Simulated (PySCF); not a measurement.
**C$_{5}$H$_{10}$OSi: density, localisation and related maps**

Input

```
{"job": {"kind": "nmr", "xc": "PBE0", "basis": "pcSseg-1"}, "charge": 0, "multiplicity": 1}
C     -2.526543    -1.188347     0.081977
C     -1.530991    -0.410158     0.425238
C     -0.095930    -0.276875     0.737734
C      0.938963    -0.652299    -0.301692
Si     2.460899     0.498352    -0.248840
C     -0.983953     0.947603     0.548088
O     -0.855186     1.808855    -0.542675
H     -2.428621    -2.262933     0.073486
H     -3.491849    -0.788464    -0.186581
H      0.220346    -0.474514     1.756198
H      0.485794    -0.630959    -1.295972
H      1.243926    -1.687519    -0.132274
H      2.055027     1.882895    -0.471939
H      3.385095     0.061598    -1.299058
H      3.096618     0.364318     1.063660
H     -1.226550     1.536631     1.425179
H     -0.754042     1.283844    -1.343517
```

Command:

```sh
OMP_NUM_THREADS=1 python probes_run.py task.json out
```

Geometry: GFN2-xTB.

Level of theory: PBE0/pcSseg-1, SCF density, gas phase, non-relativistic in PySCF.

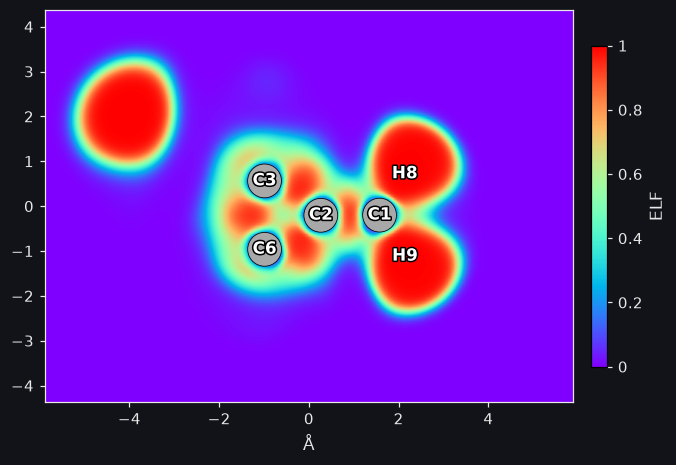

Figure 1. ELF on the plane of atoms C2, C1 and H9. Grey discs cover the atomic cores.

**Interpret the plot.**

Atoms in the plane: C and H. C–C (1.31 Å): the ELF peaks at about 0.90 between the atoms; a multiple bond. C–C (1.47 Å): the ELF peaks at about 0.90 between the atoms: a covalent bond. C–C (1.52 Å): the ELF peaks at about 0.85 between the atoms; localised, covalent bonding. C–H (1.08 Å): the ELF climbs to about 1 towards the hydrogen, as it does in any bond to H: a covalent bond by its length.

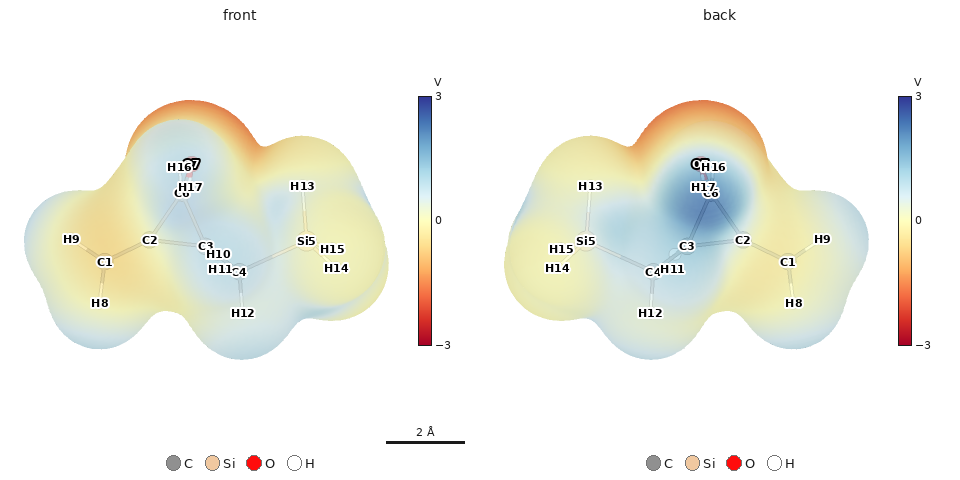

Figure 2. The molecular electrostatic potential painted on the density surface at 0.002 e/bohr³, seen from the front and from behind; red is negative and blue positive.

**Describe the electrostatic potential map.**

The most negative region (about −1.6 V, or −37 kcal/mol for a unit charge) lies over O7, the most positive (about +2.3 V, or +53 kcal/mol for a unit charge) over H17. O7 is the likeliest acceptor of a hydrogen bond.

**How polar is the molecule by this calculation?**

Its dipole moment is 1.64 D.
